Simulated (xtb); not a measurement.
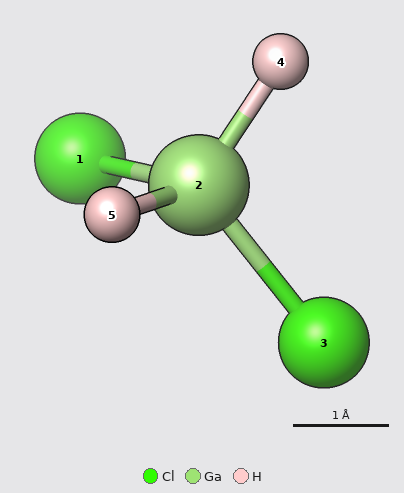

Fig. 1: The input geometry (ball-and-stick view, seen at a tilt; atoms are numbered from 1 in the order of the input). Sticks mark near contacts. Bond lengths as drawn: Cl–Ga 2.14 Å and Ga–H 1.57 to 1.58 Å.

# Run report: GaH2Cl2 (charge −1), geometry relaxation (part 1 of 3)

GaH2Cl2, charge −1, SMILES [Cl][GaH2-][Cl], computed with GFN2-xTB (xtb 6.7.1).

The geometry comes from this level: GFN2-xTB.

### Input (mol.xyz)
```
5
start
Cl    -2.05508000     0.18437000     0.03250000
Ga     0.07934000     0.06689000    -0.09260000
Cl     0.82268000    -1.24993000     1.42320000
H      0.47488000    -0.50518000    -1.50581000
H      0.67818000     1.50384000     0.14271000
```

Hardware: 1 thread of Arm Neoverse V1, 24 GiB of memory available, shared host.

Launch command:
```bash
xtb mol.xyz --ohess vtight -c -1 > out.txt 2> xtb.err
```

### What the program printed
```
* xtb version 6.7.1
   ID    Z sym.   atoms
    1   17 Cl     1, 3
    2   31 Ga     2
    3    1 H      4, 5

           -------------------------------------------------
          |                Calculation Setup                |
           -------------------------------------------------

          program call               : xtb mol.xyz --ohess vtight -c -1
          coordinate file            : mol.xyz
          omp threads                :                     1

           -------------------------------------------------
          |                 G F N 2 - x T B                 |
           -------------------------------------------------

      * Hamiltonian:
        H0-scaling (s, p, d)           1.850000    2.230000    2.230000
        zeta-weighting                 0.500000
      * Dispersion:
        s8                             2.700000
        a1                             0.520000
        a2                             5.000000
        s9                             5.000000
      * Repulsion:
        kExp                           1.500000    1.000000
        rExp                           1.000000
      * Coulomb:
        alpha                          2.000000
        third order                    shell-resolved
        anisotropic                    true
        a3                             3.000000
        a5                             4.000000
        cn-shift                       1.200000
        cn-exp                         4.000000
        max-rad                        5.000000

          ...................................................
          :                      SETUP                      :
          :.................................................:
          :  # basis functions                  32          :
          :  # atomic orbitals                  29          :
          :  # shells                           11          :
          :  # electrons                        20          :
          :  max. iterations                   250          :
          :  Hamiltonian                  GFN2-xTB          :
          :  restarted?                      false          :
          :  GBSA solvation                  false          :
          :  PC potential                    false          :
          :  electronic temp.          300.0000000     K    :
          :  accuracy                    1.0000000          :
          :  -> integral cutoff          0.2500000E+02      :
          :  -> integral neglect         0.1000000E-07      :
          :  -> SCF convergence          0.1000000E-05 Eh   :
          :  -> wf. convergence          0.1000000E-03 e    :
          :  Broyden damping             0.4000000          :
          :  net charge                         -1          :
          :  unpaired electrons                  0          :
          ...................................................

 iter      E             dE          RMSdq      gap      omega  full diag
   1    -11.6306135 -0.116306E+02  0.667E+00    9.39       0.0  T
   2    -11.7218481 -0.912346E-01  0.320E+00    8.84       1.0  T
   3    -11.7267727 -0.492457E-02  0.173E+00    8.62       1.0  T
   4    -11.7273875 -0.614787E-03  0.738E-01    8.63       1.0  T
   5    -11.7272717  0.115769E-03  0.540E-01    8.53       1.0  T
   6    -11.7277490 -0.477296E-03  0.343E-01    8.62       1.0  T
   7    -11.7281346 -0.385591E-03  0.211E-01    8.58       1.0  T
   8    -11.7281616 -0.269885E-04  0.116E-01    8.60       1.0  T
   9    -11.7282203 -0.587120E-04  0.394E-02    8.60       1.1  T
  10    -11.7282225 -0.219264E-05  0.291E-02    8.60       1.5  T
  11    -11.7282263 -0.383330E-05  0.423E-03    8.59      10.6  T
  12    -11.7282264 -0.419505E-07  0.217E-03    8.59      20.6  T
  13    -11.7282264 -0.685598E-08  0.155E-03    8.59      28.9  T
  14    -11.7282264 -0.869746E-08  0.349E-04    8.59     128.2  T
  15    -11.7282264 -0.524560E-09  0.201E-05    8.59    2225.3  T

   *** convergence criteria satisfied after 15 iterations ***

         #    Occupation            Energy/Eh            Energy/eV
      -------------------------------------------------------------
         1        2.0000           -0.9025778             -24.5604
       ...           ...                  ...                  ...
         4        2.0000           -0.2846723              -7.7463
         5        2.0000           -0.2809009              -7.6437
         6        2.0000           -0.2796941              -7.6109
         7        2.0000           -0.2734285              -7.4404
         8        2.0000           -0.2621257              -7.1328
         9        2.0000           -0.2618633              -7.1257
        10        2.0000           -0.2515624              -6.8454 (HOMO)
        11                          0.0642065               1.7471 (LUMO)
        12                          0.0968846               2.6364
        13                          0.1104920               3.0066
        14                          0.1248817               3.3982
        15                          0.1896466               5.1605
       ...                                ...                  ...
        29                          1.5068817              41.0043
      -------------------------------------------------------------
                  HL-Gap            0.3157689 Eh            8.5925 eV
             Fermi-level           -0.0936779 Eh           -2.5491 eV

 SCC (total)                   0 d,  0 h,  0 min,  0.004 sec
 SCC setup                      ...        0 min,  0.000 sec (  1.507%)
 Dispersion                     ...        0 min,  0.000 sec (  0.486%)
 classical contributions        ...        0 min,  0.000 sec (  0.123%)
 integral evaluation            ...        0 min,  0.001 sec ( 13.526%)
 iterations                     ...        0 min,  0.003 sec ( 63.427%)
 molecular gradient             ...        0 min,  0.001 sec ( 19.460%)
 printout                       ...        0 min,  0.000 sec (  1.197%)

         :::::::::::::::::::::::::::::::::::::::::::::::::::::
         ::                     SUMMARY                     ::
         :::::::::::::::::::::::::::::::::::::::::::::::::::::
         :: total energy             -11.715873321353 Eh    ::
         :: gradient norm              0.000380331687 Eh/a0 ::
         :: HOMO-LUMO gap              8.592509238747 eV    ::
         ::.................................................::
         :: SCC energy               -11.728225540265 Eh    ::
         :: -> isotropic ES            0.111816002183 Eh    ::
         :: -> anisotropic ES         -0.007157295940 Eh    ::
         :: -> anisotropic XC         -0.006540494680 Eh    ::
         :: -> dispersion             -0.003976303640 Eh    ::
         :: repulsion energy           0.012352218912 Eh    ::
         :: add. restraining           0.000000000000 Eh    ::
         :: total charge              -1.000000000000 e     ::
         :::::::::::::::::::::::::::::::::::::::::::::::::::::

      -----------------------------------------------------------
     |                   =====================                   |
     |                        A N C O P T                        |
     |                   =====================                   |
     |               Approximate Normal Coordinate               |
     |                Rational Function Optimizer                |
      -----------------------------------------------------------

          ...................................................
          :                      SETUP                      :
          :.................................................:
          :   optimization level         verytight          :
          :   max. optcycles                   200          :
          :   ANC micro-cycles                  20          :
          :   degrees of freedom                 9          :
          :.................................................:
          :   RF solver                   davidson          :
          :   write xtbopt.log                true          :
          :   linear?                        false          :
          :   energy convergence         0.1000000E-06 Eh   :
          :   grad. convergence          0.2000000E-03 Eh/α :
          :   maximum RF displ.          1.0000000          :
          :   Hlow (freq-cutoff)         0.1000000E-01      :
          :   Hmax (freq-cutoff)         5.0000000          :
          :   S6 in model hess.         20.0000000          :
          ...................................................

generating ANC from exact Hessian ...
Using Lindh-Hessian (1995)
 Shifting diagonal of input Hessian by    7.5782455584864784E-003
 Lowest  eigenvalues of input Hessian
    0.000000    0.000000    0.000000    0.000000    0.000000    0.000000
    0.010000    0.011300    0.012260    0.013717    0.015559    0.131139
    0.256426    0.312100    0.371026
 Highest eigenvalues
    0.013717    0.015559    0.131139    0.256426    0.312100    0.371026

........................................................................
.............................. CYCLE    1 ..............................
........................................................................

 iter      E             dE          RMSdq      gap      omega  full diag
   1    -11.7282264 -0.117282E+02  0.954E-06    8.59       0.0  T
   2    -11.7282264 -0.104805E-12  0.849E-06    8.59    5265.7  T
   3    -11.7282264 -0.390799E-13  0.767E-06    8.59    5832.3  T
     SCC iter.                  ...        0 min,  0.001 sec
     gradient                   ...        0 min,  0.001 sec
 * total energy  :   -11.7158733 Eh     change       -0.5169198E-12 Eh
   gradient norm :     0.0003803 Eh/α   predicted     0.0000000E+00 (-100.00%)
   displ. norm   :     0.0238571 α      lambda       -0.4030475E-05
   maximum displ.:     0.0158027 α      in ANC's #4, #3, #5, ...

........................................................................
.............................. CYCLE    2 ..............................
........................................................................

 iter      E             dE          RMSdq      gap      omega  full diag
   1    -11.7281445 -0.117281E+02  0.218E-01    8.57       0.0  T
   2    -11.7281447 -0.200104E-06  0.129E-01    8.57       1.0  T
   3    -11.7281448 -0.937604E-07  0.756E-03    8.57       5.9  T
   4    -11.7281449 -0.257171E-07  0.484E-03    8.57       9.2  T
   5    -11.7281449 -0.247651E-07  0.330E-03    8.57      13.5  T
   6    -11.7281449 -0.241087E-07  0.169E-03    8.57      26.4  T
   7    -11.7281449 -0.400583E-08  0.559E-04    8.57      80.0  T
   8    -11.7281449 -0.340963E-09  0.359E-04    8.57     124.7  T
     SCC iter.                  ...        0 min,  0.001 sec
     gradient                   ...        0 min,  0.001 sec
 * total energy  :   -11.7158698 Eh     change        0.3491841E-05 Eh
   gradient norm :     0.0005945 Eh/α   predicted    -0.2016951E-05 (-157.76%)
   displ. norm   :     0.0170438 α      lambda       -0.6323658E-05
   maximum displ.:     0.0129551 α      in ANC's #4, #3, #5, ...

........................................................................
.............................. CYCLE    3 ..............................
........................................................................

 iter      E             dE          RMSdq      gap      omega  full diag
   1    -11.7281509 -0.117282E+02  0.167E-01    8.58       0.0  T
   2    -11.7281509 -0.510836E-07  0.983E-02    8.58       1.0  T
   3    -11.7281510 -0.576194E-07  0.462E-03    8.58       9.7  T
   4    -11.7281510 -0.202441E-07  0.308E-03    8.58      14.5  T
   5    -11.7281510 -0.162597E-07  0.207E-03    8.58      21.6  T
   6    -11.7281510 -0.871816E-08  0.127E-03    8.58      35.3  T
   7    -11.7281510 -0.172309E-08  0.407E-04    8.58     109.9  T
   8    -11.7281510 -0.180290E-09  0.273E-04    8.58     164.1  T
     SCC iter.                  ...        0 min,  0.001 sec
     gradient                   ...        0 min,  0.001 sec
 * total energy  :   -11.7158743 Eh     change       -0.4488944E-05 Eh
   gradient norm :     0.0001408 Eh/α   predicted    -0.3162295E-05 ( -29.55%)
   displ. norm   :     0.0079800 α      lambda       -0.4021212E-06
   maximum displ.:     0.0067734 α      in ANC's #1, #4, #3, ...

........................................................................
.............................. CYCLE    4 ..............................
........................................................................

 iter      E             dE          RMSdq      gap      omega  full diag
   1    -11.7281766 -0.117282E+02  0.562E-02    8.58       0.0  T
   2    -11.7281767 -0.220824E-07  0.340E-02    8.58       1.3  T
   3    -11.7281767 -0.396413E-08  0.243E-03    8.58      18.4  T
   4    -11.7281767 -0.144695E-08  0.114E-03    8.58      39.1  T
   5    -11.7281767 -0.684590E-09  0.680E-04    8.58      65.8  T
   6    -11.7281767 -0.722693E-09  0.363E-04    8.58     123.0  T
     SCC iter.                  ...        0 min,  0.001 sec
     gradient                   ...        0 min,  0.001 sec
 * total energy  :   -11.7158742 Eh     change        0.1172422E-06 Eh
   gradient norm :     0.0001362 Eh/α   predicted    -0.2003688E-06 (-270.90%)
   displ. norm   :     0.0051363 α      lambda       -0.3558232E-06
   maximum displ.:     0.0036798 α      in ANC's #1, #3, #4, ...

........................................................................
.............................. CYCLE    5 ..............................
........................................................................

 iter      E             dE          RMSdq      gap      omega  full diag
   1    -11.7281706 -0.117282E+02  0.355E-02    8.58       0.0  T
   2    -11.7281706 -0.288094E-08  0.213E-02    8.59       2.1  T
   3    -11.7281706 -0.164752E-08  0.102E-03    8.59      43.8  T
   4    -11.7281706 -0.356412E-09  0.559E-04    8.59      80.0  T
   5    -11.7281706 -0.219153E-09  0.400E-04    8.59     111.7  T
     SCC iter.                  ...        0 min,  0.001 sec
     gradient                   ...        0 min,  0.001 sec
 * total energy  :   -11.7158744 Eh     change       -0.2324573E-06 Eh
   gradient norm :     0.0000483 Eh/α   predicted    -0.1779087E-06 ( -23.47%)
   displ. norm   :     0.0034562 α      lambda       -0.7620454E-07
   maximum displ.:     0.0022528 α      in ANC's #3, #1, #5, ...

........................................................................
.............................. CYCLE    6 ..............................
........................................................................

 iter      E             dE          RMSdq      gap      omega  full diag
   1    -11.7281607 -0.117282E+02  0.272E-02    8.58       0.0  T
   2    -11.7281607 -0.344678E-08  0.164E-02    8.58       2.7  T
   3    -11.7281607 -0.742718E-09  0.850E-04    8.58      52.6  T
   4    -11.7281607 -0.222752E-09  0.438E-04    8.58     102.0  T
     SCC iter.                  ...        0 min,  0.001 sec
     gradient                   ...        0 min,  0.001 sec
 * total energy  :   -11.7158744 Eh     change        0.3985544E-07 Eh
   gradient norm :     0.0000718 Eh/α   predicted    -0.3722852E-07 (-193.41%)
   displ. norm   :     0.0024296 α      lambda       -0.8256608E-07
   maximum displ.:     0.0017758 α      in ANC's #1, #3, #5, ...

........................................................................
.............................. CYCLE    7 ..............................
........................................................................

 iter      E             dE          RMSdq      gap      omega  full diag
   1    -11.7281653 -0.117282E+02  0.189E-02    8.58       0.0  T
   2    -11.7281653 -0.868619E-09  0.115E-02    8.58       3.9  T
   3    -11.7281653 -0.133287E-09  0.468E-04    8.58      95.7  T
   4    -11.7281653 -0.436788E-10  0.212E-04    8.58     210.5  T
     SCC iter.                  ...        0 min,  0.001 sec
     gradient                   ...        0 min,  0.001 sec
 * total energy  :   -11.7158745 Eh     change       -0.6249233E-07 Eh
   gradient norm :     0.0000044 Eh/α   predicted    -0.4235116E-07 ( -32.23%)
   displ. norm   :     0.0001328 α      lambda        0.2816299E-08
   maximum displ.:     0.0001185 α      in ANC's #1, #6, #4, ...

   *** GEOMETRY OPTIMIZATION CONVERGED AFTER 7 ITERATIONS ***

------------------------------------------------------------------------
 total energy gain   :        -0.0000011 Eh       -0.0007 kcal/mol
 total RMSD          :         0.0034593 a0        0.0018 Å
 total power (kW/mol):        -0.0004257 (step)   -0.1723 (real)
------------------------------------------------------------------------
```
